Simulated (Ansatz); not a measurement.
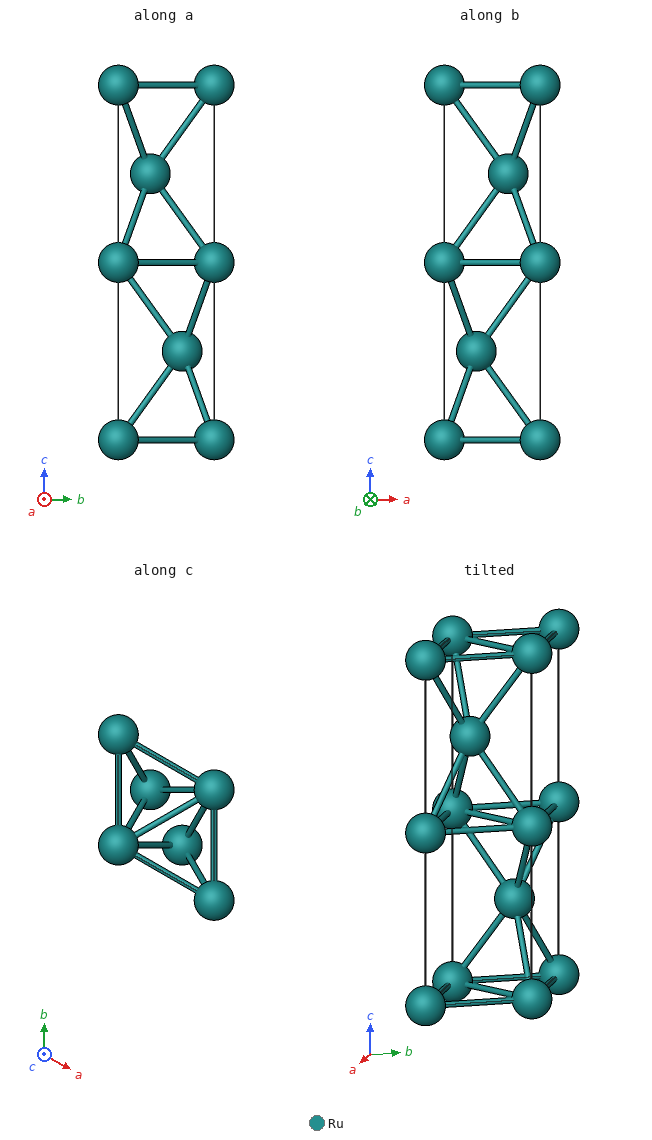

Crystal structure, ball-and-stick style, seen along the a axis, along the b axis, along the c axis and slightly off an axis. The lines enclose the conventional unit cell; boundary atoms appear with their images.

Lattice parameters: a = 2.761 Å, b = 2.761 Å, c = 8.861 Å, α = 90.00°, β = 90.00°, γ = 120.00°.

### Transcribe the picture into a table of Wyckoff sites.

Space group P6_3/mmc (No. 194).
```csv
atom,site,x,y,z
Ru,2a,0.0000,0.0000,0.0000
Ru,2c,0.3333,0.6667,0.2500
```

Starting structure: a structure type filled with this element by a generator (whether the element takes this form wasn't checked). Earlier steps of the study may have refined or changed the cell and positions. A calculation with Ansatz used it as input.

At this level of theory the cell isn't at rest (stretched, at -21 GPa), so its distances can differ from those at equilibrium, the more so the softer the solid.
